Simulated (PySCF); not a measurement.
# C4H7FO3, SMILES `COC(F)OC(C)=O`: electronic structure

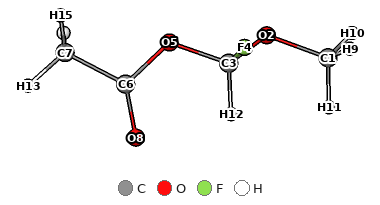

The molecule, with its atoms numbered as below. No frequency check shows the geometry to be a minimum.

Cartesian coordinates (Å):

```
C1       2.7784   -0.7397   -0.1928
O2       1.5203   -0.3475   -0.7211
C3       0.6858    0.2107    0.1906
F4       1.1596    1.4458    0.5807
O5      -0.5455    0.4214   -0.3961
C6      -1.6294   -0.2173    0.1274
C7      -2.8578    0.1377   -0.6495
O8      -1.5667   -0.9587    1.0634
H9       3.3374    0.1283    0.1653
H10      3.3083   -1.2089   -1.0172
H11      2.6462   -1.4544    0.6259
H12      0.5933   -0.3802    1.1245
H13     -3.7395   -0.0339   -0.0396
H14     -2.9050   -0.5028   -1.5285
H15     -2.8039    1.1700   -0.9803
```

### 1. Excited states

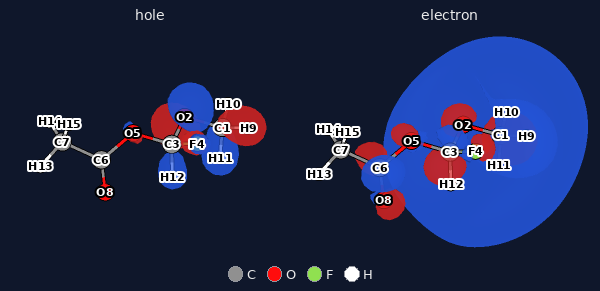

Leading natural transition orbital pair of S₃ (TDA singlet states); the surfaces enclose about 78 % of each orbital's density.

Method: CAM-B3LYP/6-31+G*; geometry: GFN2-xTB; program: PySCF.

Question: Where does the state lie, and where do hole and electron sit?

Answer: 8.25 eV (150 nm), f = 0.016, diffuse (Rydberg-like) orbital; the leading pair carries 83 %; hole on O2 (47 %), O8 (11 %) and C1 (11 %), electron on C1 (29 %), H10 and H11 (11 % each) and C3 (9 %) (atom shares of so diffuse an orbital are rough) (shares are of the whole state, not of the leading pair alone); their centroids lie 0.7 Å apart. The HOMO–LUMO gap is 10.83 eV.

### 2. Removing or adding an electron

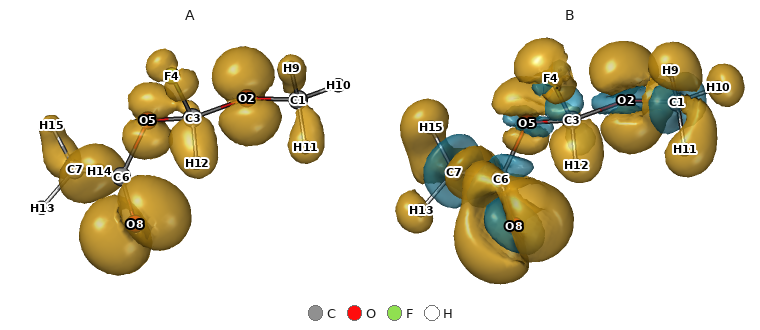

The Fukui function f⁻ from two separate SCF calculations and the density of the HOMO, at ±0.015 e/Å³ (yellow positive, teal negative).

Computed with PySCF, CAM-B3LYP/6-31+G*, geometry: GFN2-xTB.

Question: Which panel is which, and how good is the frozen-orbital picture?

Answer: B is f⁻ (it has negative regions), A the HOMO density. The HOMO lies on O8 (47 %), O2 (16 %) and C6 (7 %); f⁻ (Hirshfeld-condensed) is largest on O8 (0.26); the vertical ionisation energy is 10.79 eV (the stability of the cation's solution wasn't checked). Relaxation shifts 25 % of the electron between atoms. The orbital energy is −9.90 eV.

### 3. Localised orbitals

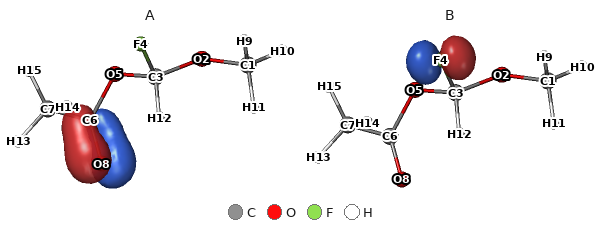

Pipek–Mezey orbitals, occupied; each surface holds about 70 % of the orbital's density. Energies are diagonal elements of the Fock matrix.

Method: r2SCAN/6-311+G**; geometry: GFN2-xTB; program: PySCF.

Question: Identify each orbital.

Answer: By panel:
- A: π bond O8–C6 (O8 69 %, C6 30 %; −10.2 eV)
- B: lone pair on F4 (p-type) (F4 97 %; −10.5 eV)
